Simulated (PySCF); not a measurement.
**Cobalt: the same states on changed settings**

Aim: see what changed settings do to total energies and their difference. The change: 26 angular points, unsound on purpose. A sound run of the same states serves as the yardstick.

Program: PySCF 2.14.0. Level of theory: unrestricted determinants in a Gaussian basis, no spin-orbit coupling in the energies. These are calculated values, not measurements, unless marked.

## 1. What is computed

```
Element     : cobalt (Z = 27)
Basis       : cc-pVTZ (7s6p4d2f1g, 68 functions)
Hamiltonian : the non-relativistic Hamiltonian (point nucleus)
State 1     : Co: [Ar] 3d7 4s2, high-spin 4F determinant
State 2     : Co⁺: [Ar] 3d8, high-spin 3F determinant
Methods     : B3LYP, TPSS
```

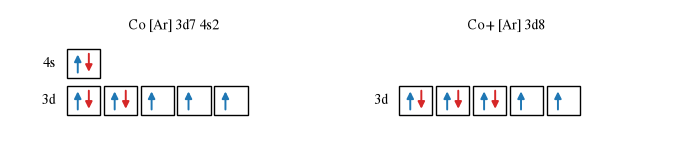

Outer shells as boxes.

The sound run (cc-pVTZ, no relativity, point nucleus, symmetry-adapted start, fine grid, valence correlation) gave:

```tsv
species	method	energy (hartree)
Co	UHF	-1381.42514
Co	B3LYP	-1382.79378
Co	TPSS	-1382.77793
Co	MP2 (valence)	-1381.67127
Co⁺	UHF	-1381.13666
Co⁺	B3LYP	-1382.51430
Co⁺	TPSS	-1382.51365
Co⁺	MP2 (valence)	-1381.41792
```

One driver process ran all states and methods and kept the integrals in memory. Each run is shown as a PySCF script that sums up its settings (the driver passes frozen orbitals as a list and adds second-order terms of double hybrids); the logs are those of the runs themselves. The driver starts from symmetry-adapted Hartree-Fock orbitals, holds the occupation by maximum overlap and uses a logarithmic radial grid for functionals, so a plain start would take other cycles.

It was started by

```sh
OMP_NUM_THREADS=1 python atomrun2.py TASK.json OUT
```

The integrals over 68 functions and the set-up took 0.87 s of CPU time.

The grid is set inside the driver, so the scripts do not show it: 26 angular points.

## 2. Changed run, Co: the ladder of methods

**B3LYP**

input.py

```python
from pyscf import gto, scf, dft, mp, cc
import basis_set_exchange as bse
mol = gto.M(atom="Co 0 0 0", charge=0, spin=3, symmetry="D2h",
            basis=gto.basis.parse(bse.get_basis("cc-pVTZ", elements=["Co"], fmt="nwchem", header=False)))
mf = dft.UKS(mol, xc="B3LYP")
mf.irrep_nelec = {'Ag': (6, 5), 'B1g': (1, 1), 'B2g': (1, 0), 'B3g': (1, 0), 'B1u': (2, 2), 'B2u': (2, 2), 'B3u': (2, 2)}
mf.kernel()
```

Log:

```text
damping factor = 0
level_shift factor = 0
DIIS = <class 'pyscf.scf.diis.CDIIS'>
diis_start_cycle = 1
diis_space = 10
diis_damp = 0
SCF conv_tol = 1e-09
SCF conv_tol_grad = None
number electrons alpha = 15  beta = 12
XC functionals = B3LYP
    P. J. Stephens, F. J. Devlin, C. F. Chabalowski, and M. J. Frisch.,  J. Phys. Chem. 98, 11623 (1994)
cycle= 1 E= -1382.8057116721  delta_E= -0.0184  |g|= 0.0989  |ddm|= 0.961
cycle= 2 E= -1382.80286277789  delta_E= 0.00285  |g|= 0.167  |ddm|= 0.224
cycle= 3 E= -1382.80750017892  delta_E= -0.00464  |g|= 0.00233  |ddm|= 0.159
cycle= 4 E= -1382.80750230901  delta_E= -2.13e-06  |g|= 0.00148  |ddm|= 0.00438
cycle= 5 E= -1382.80750282381  delta_E= -5.15e-07  |g|= 0.000173  |ddm|= 0.00098
cycle= 6 E= -1382.8075028309  delta_E= -7.09e-09  |g|= 2.57e-06  |ddm|= 0.000155
cycle= 7 E= -1382.8075028309  delta_E= -5.91e-12  |g|= 1.68e-07  |ddm|= 6.15e-06
converged SCF energy = -1382.8075028309  <S^2> = 3.75429  2S+1 = 4.0021444
```

Time after the integrals: 0.39 s (1 thread of Neoverse-V1, shared host).

Orbital energies by shell (radii are means over both spins):

```tsv
shell	electrons	mean orbital energy (eV)	spread (eV)	rms radius (bohr)
1s α	1	-7554.4	0	0.0659
1s β	1	-7554.3	0	0.0659
2s α	1	-896.99	0	0.280
2s β	1	-895.20	0	0.280
2p α	3	-778.25	0.004	0.250
2p β	3	-776.77	0.006	0.250
3s α	1	-106.20	0	0.842
3s β	1	-102.08	0	0.842
3p α	3	-70.320	0.020	0.893
3p β	3	-65.965	0.008	0.893
3d α	5	-11.634	1.029	1.21
3d β	2	-9.642	0.057	1.21
4s α	1	-6.188	0	3.21
4s β	1	-5.712	0	3.21
```

⟨S²⟩ = 3.754, ⟨L²⟩ = 12.01.

**TPSS**

input.py, as changed from the run before:

```diff
@@ -4,3 +4,3 @@
             basis=gto.basis.parse(bse.get_basis("cc-pVTZ", elements=["Co"], fmt="nwchem", header=False)))
-mf = dft.UKS(mol, xc="B3LYP")
+mf = dft.UKS(mol, xc="TPSS")
 mf.irrep_nelec = {'Ag': (6, 5), 'B1g': (1, 1), 'B2g': (1, 0), 'B3g': (1, 0), 'B1u': (2, 2), 'B2u': (2, 2), 'B3u': (2, 2)}
```

Log:

```text
damping factor = 0
level_shift factor = 0
DIIS = <class 'pyscf.scf.diis.CDIIS'>
diis_start_cycle = 1
diis_space = 10
diis_damp = 0
SCF conv_tol = 1e-09
SCF conv_tol_grad = None
number electrons alpha = 15  beta = 12
XC functionals = TPSS
    J. Tao, J. P. Perdew, V. N. Staroverov, and G. E. Scuseria.,  Phys. Rev. Lett. 91, 146401 (2003)
    J. P. Perdew, J. Tao, V. N. Staroverov, and G. E. Scuseria.,  J. Chem. Phys. 120, 6898 (2004)
    J. Tao, J. P. Perdew, V. N. Staroverov, and G. E. Scuseria.,  Phys. Rev. Lett. 91, 146401 (2003)
    J. P. Perdew, J. Tao, V. N. Staroverov, and G. E. Scuseria.,  J. Chem. Phys. 120, 6898 (2004)
cycle= 1 E= -1382.80612440571  delta_E= -0.0202  |g|= 0.177  |ddm|= 0.893
cycle= 2 E= -1382.79074663039  delta_E= 0.0154  |g|= 0.351  |ddm|= 0.462
cycle= 3 E= -1382.81213391365  delta_E= -0.0214  |g|= 0.00956  |ddm|= 0.301
cycle= 4 E= -1382.81215803858  delta_E= -2.41e-05  |g|= 0.00328  |ddm|= 0.0189
cycle= 5 E= -1382.81216063731  delta_E= -2.6e-06  |g|= 0.00014  |ddm|= 0.00194
cycle= 6 E= -1382.8121606421  delta_E= -4.79e-09  |g|= 8.74e-06  |ddm|= 0.000155
cycle= 7 E= -1382.81216064213  delta_E= -2.71e-11  |g|= 1.83e-07  |ddm|= 3.56e-05
converged SCF energy = -1382.81216064213  <S^2> = 3.7551509  2S+1 = 4.0025746
```

It took 0.39 s on 1 thread of Neoverse-V1, shared host, the integrals not counted.

## 3. Changed run, Co⁺: the ladder of methods

**B3LYP**

input.py

```python
from pyscf import gto, scf, dft, mp, cc
import basis_set_exchange as bse
mol = gto.M(atom="Co 0 0 0", charge=1, spin=2, symmetry="D2h",
            basis=gto.basis.parse(bse.get_basis("cc-pVTZ", elements=["Co"], fmt="nwchem", header=False)))
mf = dft.UKS(mol, xc="B3LYP")
mf.irrep_nelec = {'Ag': (5, 3), 'B1g': (1, 1), 'B2g': (1, 1), 'B3g': (1, 1), 'B1u': (2, 2), 'B2u': (2, 2), 'B3u': (2, 2)}
mf.kernel()
```

Log:

```text
damping factor = 0
level_shift factor = 0
DIIS = <class 'pyscf.scf.diis.CDIIS'>
diis_start_cycle = 1
diis_space = 10
diis_damp = 0
SCF conv_tol = 1e-09
SCF conv_tol_grad = None
number electrons alpha = 14  beta = 12
XC functionals = B3LYP
    P. J. Stephens, F. J. Devlin, C. F. Chabalowski, and M. J. Frisch.,  J. Phys. Chem. 98, 11623 (1994)
cycle= 1 E= -1382.52759016128  delta_E= -0.0108  |g|= 0.162  |ddm|= 1.01
cycle= 2 E= -1382.510691082  delta_E= 0.0169  |g|= 0.37  |ddm|= 0.251
cycle= 3 E= -1382.53303541514  delta_E= -0.0223  |g|= 0.0284  |ddm|= 0.256
cycle= 4 E= -1382.53319841491  delta_E= -0.000163  |g|= 0.00106  |ddm|= 0.0114
cycle= 5 E= -1382.53319905899  delta_E= -6.44e-07  |g|= 0.000107  |ddm|= 0.00125
cycle= 6 E= -1382.53319906713  delta_E= -8.14e-09  |g|= 1.29e-05  |ddm|= 0.000204
cycle= 7 E= -1382.53319906717  delta_E= -4.16e-11  |g|= 5.53e-07  |ddm|= 1.43e-05
converged SCF energy = -1382.53319906717  <S^2> = 2.0015167  2S+1 = 3.0010109
```

Time after the integrals: 0.39 s (1 thread of Neoverse-V1, shared host).

Orbital energies by shell (radii are means over both spins):

```tsv
shell	electrons	mean orbital energy (eV)	spread (eV)	rms radius (bohr)
1s α	1	-7557.7	0	0.0659
1s β	1	-7557.7	0	0.0659
2s α	1	-899.10	0	0.280
2s β	1	-897.99	0	0.280
2p α	3	-780.53	0	0.250
2p β	3	-779.61	0	0.250
3s α	1	-108.54	0	0.847
3s β	1	-105.91	0	0.847
3p α	3	-72.839	0	0.902
3p β	3	-70.058	0	0.902
3d α	5	-14.791	0.844	1.31
3d β	3	-13.673	0	1.31
```

⟨S²⟩ = 2.002, ⟨L²⟩ = 12.02.

**TPSS**

input.py, as changed from the run before:

```diff
@@ -4,3 +4,3 @@
             basis=gto.basis.parse(bse.get_basis("cc-pVTZ", elements=["Co"], fmt="nwchem", header=False)))
-mf = dft.UKS(mol, xc="B3LYP")
+mf = dft.UKS(mol, xc="TPSS")
 mf.irrep_nelec = {'Ag': (5, 3), 'B1g': (1, 1), 'B2g': (1, 1), 'B3g': (1, 1), 'B1u': (2, 2), 'B2u': (2, 2), 'B3u': (2, 2)}
```

Log:

```text
damping factor = 0
level_shift factor = 0
DIIS = <class 'pyscf.scf.diis.CDIIS'>
diis_start_cycle = 1
diis_space = 10
diis_damp = 0
SCF conv_tol = 1e-09
SCF conv_tol_grad = None
number electrons alpha = 14  beta = 12
XC functionals = TPSS
    J. Tao, J. P. Perdew, V. N. Staroverov, and G. E. Scuseria.,  Phys. Rev. Lett. 91, 146401 (2003)
    J. P. Perdew, J. Tao, V. N. Staroverov, and G. E. Scuseria.,  J. Chem. Phys. 120, 6898 (2004)
    J. Tao, J. P. Perdew, V. N. Staroverov, and G. E. Scuseria.,  Phys. Rev. Lett. 91, 146401 (2003)
    J. P. Perdew, J. Tao, V. N. Staroverov, and G. E. Scuseria.,  J. Chem. Phys. 120, 6898 (2004)
cycle= 1 E= -1382.54759467769  delta_E= -0.0073  |g|= 0.24  |ddm|= 0.914
cycle= 2 E= -1382.49611303751  delta_E= 0.0515  |g|= 0.617  |ddm|= 0.43
cycle= 3 E= -1382.55957153097  delta_E= -0.0635  |g|= 0.0516  |ddm|= 0.406
cycle= 4 E= -1382.56014169179  delta_E= -0.00057  |g|= 0.00241  |ddm|= 0.022
cycle= 5 E= -1382.56014308197  delta_E= -1.39e-06  |g|= 8.49e-05  |ddm|= 0.00158
cycle= 6 E= -1382.56014308653  delta_E= -4.56e-09  |g|= 1.97e-05  |ddm|= 0.000187
cycle= 7 E= -1382.56014308661  delta_E= -8.48e-11  |g|= 1.15e-06  |ddm|= 1.32e-05
converged SCF energy = -1382.56014308661  <S^2> = 2.0010598  2S+1 = 3.0007065
```

Time after the integrals: 0.39 s (1 thread of Neoverse-V1, shared host).

## 4. Against the sound run

```tsv
species	method	converged	energy less sound run (eV)
Co	B3LYP	yes	-0.3735
Co	TPSS	yes	-0.9315
Co⁺	B3LYP	yes	-0.5143
Co⁺	TPSS	yes	-1.2652
```

Ionisation energy of Co:

```tsv
method	sound run (eV)	changed run (eV)	shift (eV)
UHF	7.850	7.850	+0.000
B3LYP	7.605	7.464	-0.141
TPSS	7.192	6.858	-0.334
```

## 5. What came out

| quantity | value |
| --- | --- |
| change | 26 angular points |
| runs converged | 4 of 4 |
| largest shift of a converged total energy | 1.27 eV |
| largest shift of the ionisation energy | -0.334 eV (TPSS) |

The ionisation energy moves by up to 0.33 eV, at TPSS. A coarse angular grid integrates products of high-l functions wrongly, so density functionals can shift, and the SCF can exploit the error; Hartree-Fock and MP2 need no grid. The setting is unsound on purpose, so these numbers are no properties of the atom.
